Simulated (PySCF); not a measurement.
**H2O (SMILES O) at 3 levels**

Aim: a comparison of 3 runs (PBE/6-31G, wB97X-V/6-31G, NEVPT2(2,2)/6-31G) of H2O. Input form: a Python script.

Program for the calculation: PySCF 2.14.0.

## (1) Starting point

H2O has 3 atoms, charge 0, and is taken as a singlet. SMILES: `O`. The O1–H3 distance was set to 1.439 Å, away from the relaxed value. At this shape a bond of the SMILES string is far longer than usual.

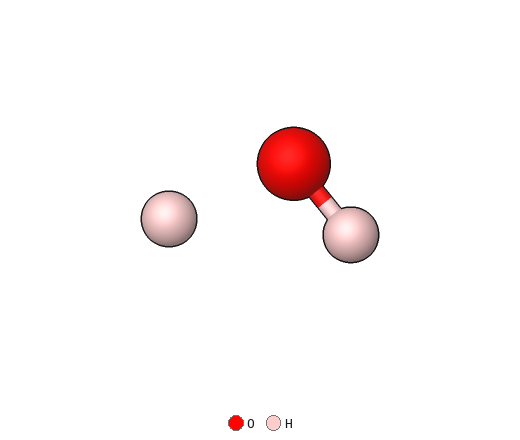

The structure, seen from a chosen angle (oxygen red, hydrogen pink).

## (2) The energy at PBE/6-31G (run 1)

geometry.xyz reads:

```xyz
3
H2O
O     -0.372153     0.674621    -0.123549
H      0.397047     1.022821     0.332351
H     -0.163800    -0.748600    -0.174700
```

run.py reads:

```python
from pyscf import gto, dft

mol = gto.M(
    atom='geometry.xyz',
    max_memory=1860,
    basis='6-31g',
    spin=0,
    charge=0,
    verbose=3,
)

myscf = dft.RKS(mol)
myscf.xc = 'pbe'
myscf.grids.level = 5
myscf.conv_tol = 1e-10
myscf.kernel()
if not myscf.converged:
    myscf = myscf.newton().run(myscf.mo_coeff, myscf.mo_occ)

e_final = myscf.e_tot
print('Final energy', e_final)
```

On the command line:

```
$ OMP_NUM_THREADS=1 python run.py
```

Log:

```text
converged SCF energy = -76.2298342940095
Final energy -76.22983429400955
```

Wall time 1 s (1 thread of Arm Neoverse V2, shared host); peak memory 0.15 GiB.

## (3) A single-point energy at wB97X-V/6-31G (run 2)

mol.xyz reads:

```xyz
3
H2O
O     -0.372153     0.674621    -0.123549
H      0.397047     1.022821     0.332351
H     -0.163800    -0.748600    -0.174700
```

job.py reads:

```python
from pyscf import gto, dft

system = gto.Mole()
system.atom = 'mol.xyz'
system.charge = 0
system.basis = '6-31g'
system.verbose = 3
system.max_memory = 1860
system.build()

calc0 = dft.RKS(system)
calc0.xc = 'wb97x-v'
calc0.grids.level = 5
calc0.conv_tol = 1e-10
calc0.nlcgrids.level = 1
calc0.kernel()
if not calc0.converged:
    calc0 = calc0.newton().run(calc0.mo_coeff, calc0.mo_occ)

energy = calc0.e_tot
print('Final energy', energy)
```

On the command line:

```
$ OMP_NUM_THREADS=1 python job.py
```

Log:

```text
converged SCF energy = -76.2747179783775
Final energy -76.27471797837754
```

It took 4.2 s on 1 thread of Arm Neoverse V2, shared host; peak memory 0.15 GiB.

## (4) A single-point energy at NEVPT2(2,2)/6-31G (run 3)

input.xyz reads:

```xyz
3
H2O
O     -0.372153     0.674621    -0.123549
H      0.397047     1.022821     0.332351
H     -0.163800    -0.748600    -0.174700
```

job.py reads:

```python
import numpy
from pyscf import gto, scf, mp, mcscf, mrpt

mol = gto.Mole()
mol.atom = 'input.xyz'
mol.verbose = 4
mol.charge = 0
mol.max_memory = 1860
mol.basis = '6-31g'
mol.build()

calc0 = mol.RHF()
calc0.conv_tol = 1e-10
calc0.kernel()
if not calc0.converged:
    calc0 = calc0.newton().run(calc0.mo_coeff, calc0.mo_occ)

pt = mp.MP2(scf.addons.convert_to_uhf(calc0)).run()
noons, natorbs = mcscf.addons.make_natural_orbitals(pt)
print('natural occupations', numpy.round(noons[:40], 4))
cas = mcscf.CASSCF(calc0, 2, 2)
cas.fix_spin_(ss=0.0)
cas.natorb = True
cas.kernel(natorbs)
e_pt2 = mrpt.NEVPT(cas).kernel()
e_final = cas.e_tot + e_pt2
print(f'total energy: {e_final:.8f} hartree')
```

On the command line:

```
$ OMP_NUM_THREADS=1 python job.py
```

Log:

```text
PySCF version 2.14.0

[... 57 lines left out ...]
converged SCF energy = -75.8874381972321
[... 54 lines left out ...]
1-step CASSCF converged in   3 macro ( 28 JK   9 micro) steps
[... 11 lines left out ...]
CASSCF energy = -75.9391075848346
[... 23 lines left out ...]
Nevpt2 Energy = -0.106340874871452
total energy: -76.04544846 hartree
```

Wall time 0.64 s (1 thread of Arm Neoverse V2, shared host); peak memory 0.12 GiB.

## (5) Overview of the runs

| run | level | nlc grid | integration grid | energy (Eh) | dipole moment (D) of the reference | HOMO energy (eV) | LUMO energy (eV) | wall time |
| --- | --- | --- | --- | --- | --- | --- | --- | --- |
| 1 | PBE/6-31G | – | 5 | -76.229834 | 2.24 | -5.97 | -2.55 | 1 s |
| 2 | wB97X-V/6-31G | 1 | 5 | -76.274718 | 2.39 | -10.73 | 0.97 | 4.2 s |
| 3 | NEVPT2(2,2)/6-31G | – | – | -76.045448 | 2.59 | -13.55 | 2.55 | 0.64 s |

## (6) What came out

| quantity | value |
| --- | --- |
| run 3: total energy | -76.04545 Eh |
| run 3: dipole moment (Hartree–Fock density) | 2.59 D |
| run 3: HOMO energy (Hartree–Fock orbitals) | -13.55 eV |
| run 3: LUMO energy (Hartree–Fock orbitals) | 2.55 eV |
| run 3: HOMO–LUMO gap (Hartree–Fock orbitals) | 16.10 eV |

Totals of different functionals can't be ranked against each other. All runs together took 5.8 s, the longest 4.2 s.
